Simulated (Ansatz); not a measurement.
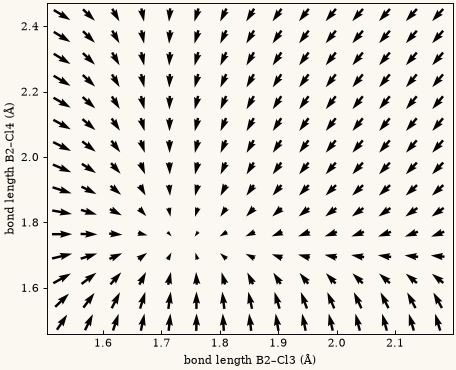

BCl₂F, SMILES FB(Cl)Cl. Coordinates scanned: (1) bond length B2–Cl3; (2) bond length B2–Cl4. Nothing is relaxed (all other coordinates rigid). The grid has 15 × 15 points. The calculation used Ansatz, RKS PBE0-D4/def2-TZVP.

Drawn: arrows along the force (downhill), their lengths compressed.

### The arrows alone are given. Where is the energy lowest?

The arrows converge at about bond length B2–Cl3 = 1.739 Å, bond length B2–Cl4 = 1.739 Å (read from the interpolated surface).

The energy map of the same scan:

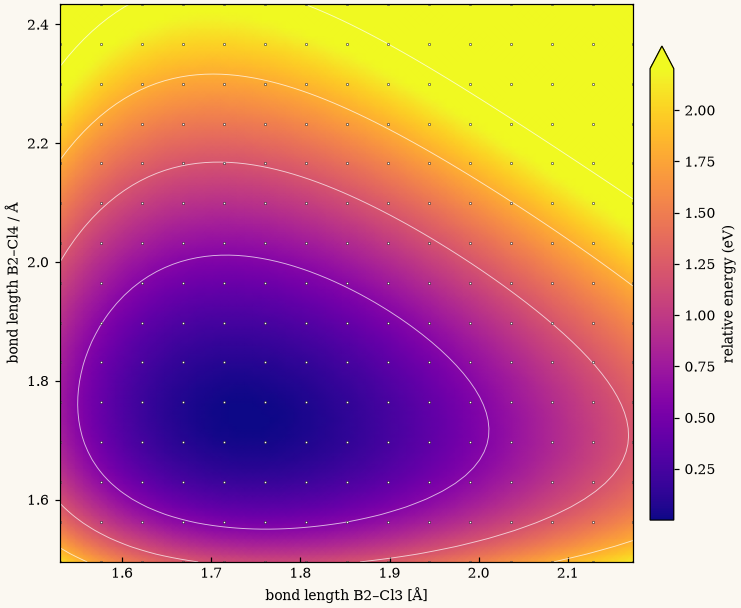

Energies are in eV, from the relaxed molecule at the same level; between grid points the surface is interpolated.
